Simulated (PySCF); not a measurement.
Input

```
{"job": {"kind": "uv", "xc": "wB97X-D", "basis": "def2-SVPD", "nstates": 8, "ntriplets": 3}, "charge": 0, "multiplicity": 1}
N     -1.812320    -0.761479     2.164521
C     -1.505746    -0.517528     1.091249
C     -1.092768    -0.202959    -0.259813
C     -0.819209     1.291990    -0.318832
N      0.291589     1.805012    -0.012558
C      1.353842     0.997711     0.343284
C      1.369482    -0.302891     0.035327
Br     2.911502    -1.368979     0.309598
C      0.196129    -0.964162    -0.622631
H     -1.908384    -0.475348    -0.936692
H     -1.622416     1.952700    -0.612762
H      2.179165     1.509602     0.812123
H      0.117344    -2.006377    -0.305005
H      0.341113    -0.957767    -1.709976
```

Launched as:

```sh
OMP_NUM_THREADS=1 python probes_run.py task.json out
```

Geometry: GFN2-xTB.

The calculation used PySCF 2.14.0, wB97X-D/def2-SVPD, SCF density, gas phase.

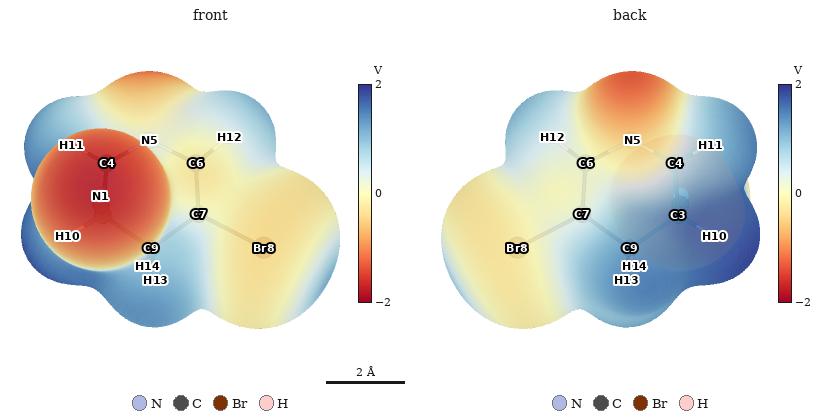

C6H5BrN2. The electrostatic potential painted on the density surface at 0.002 e/bohr³, seen from the front and from behind; red is negative and blue positive.

### Describe the electrostatic potential map.

The most negative region (about −1.7 V) lies over N1, the most positive (about +1.9 V) over H10. Br8 shows a σ-hole: about +1.1 V at the tip opposite its bond, against about −0.2 V on its flanks. N1 is the likeliest acceptor of a hydrogen bond.
